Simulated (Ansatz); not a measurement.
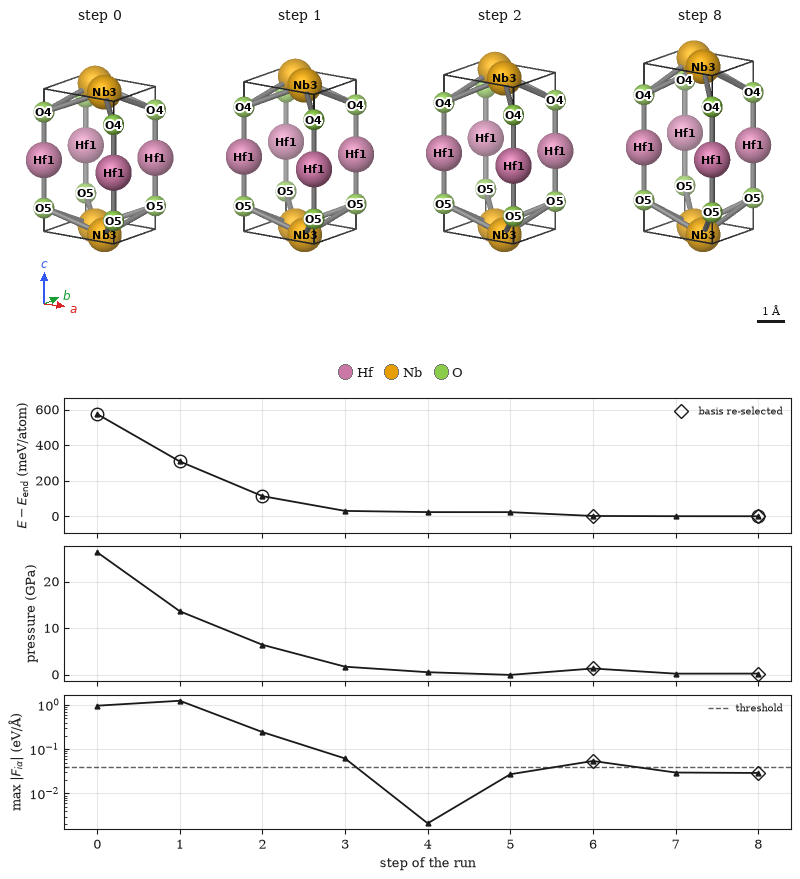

Frames of a relaxation of crystalline HfNb2O2 (a generated structure, set up in P6/mmm) (coarse preliminary run), marked on the history of the run. Style: ball-and-stick. Shown: the cell of the calculation, slightly off an axis.

These are results of DFT PBE, scalar-relativistic, plane waves, PAW (Ansatz 0.2.0), not measurements. Set-up: plane-wave cutoff 420 eV; k-point mesh 6 × 6 × 4; occupations gaussian; smearing width 0.1 eV; no spin polarisation; cell and atoms relaxed; force threshold 0.04 eV/Å; at most 70 steps.

### Describe the path.

The energy falls by 574 meV per atom in 6 accepted moves (8 points after the start). The largest force component goes from 0.96 to 0.029 eV/Å. Pressure: 26.28 GPa at the start and 0.20 GPa at the end. The SCF was repeated twice at an unchanged geometry on a basis and grid sized afresh for the cell, which shifted the energy by 21.5 meV per atom at most. The largest moves relative to the cell, 0.14 Å, are those of O atoms. Hf and Nb stay in place. The drawn cell changes as follows: a = b 4.186 → 4.099 Å (−2.1 %), c 5.356 → 6.312 Å (+17.8 %); the volume changes by +13.0 %. Among the contacts that change: O–O 1.752 → 2.353 Å, Hf–O 1.802 → 1.979 Å, Nb–O 2.571 → 2.643 Å, Nb–Nb 2.417 → 2.367 Å. The space group stays P6/mmm (No. 191). The run took 37 s on 1 thread of Intel(R) Xeon(R) Platinum 8375C CPU @ 2.90GHz (Ice Lake), with other jobs on the host, peak memory 0.44 GiB. From step 0 to 1: O atoms move most (0.03 Å), volume +6.0 %, energy −266 meV per atom. From step 1 to 2: O atoms move most (0.05 Å), volume +3.4 %, energy −195 meV per atom. From step 2 to 8: O atoms move most (0.06 Å), volume +3.1 %, energy −113 meV per atom.
